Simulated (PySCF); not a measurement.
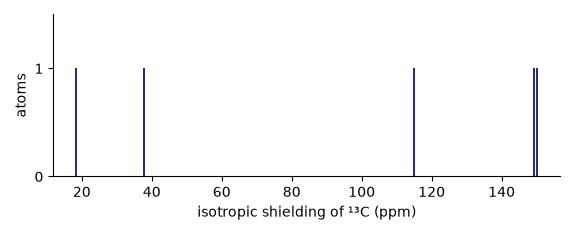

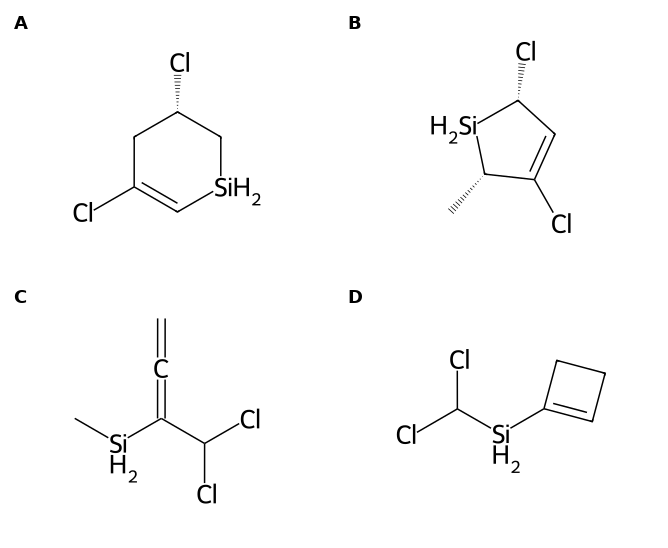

The sticks are computed shieldings of one of the molecules, for one fixed geometry (GFN2-xTB) without averaging over rotations. Low shielding means a high chemical shift. Method: GIAO PBE0/pcSseg-1 NMR shielding, non-relativistic, gas phase (PySCF 2.14.0).

Question: Match the spectrum to a structure.

Answer: D, `ClC(Cl)[SiH2]C1=CCC1`. Its 5 C atoms give lines at 18.4, 37.7, 115.0, 149.2, 150.1 ppm.

The geometry is semi-empirical. Around Si such bond lengths and angles can be off by a tenth of an ångström or more and by several degrees, and values that hang on the shape move with them.
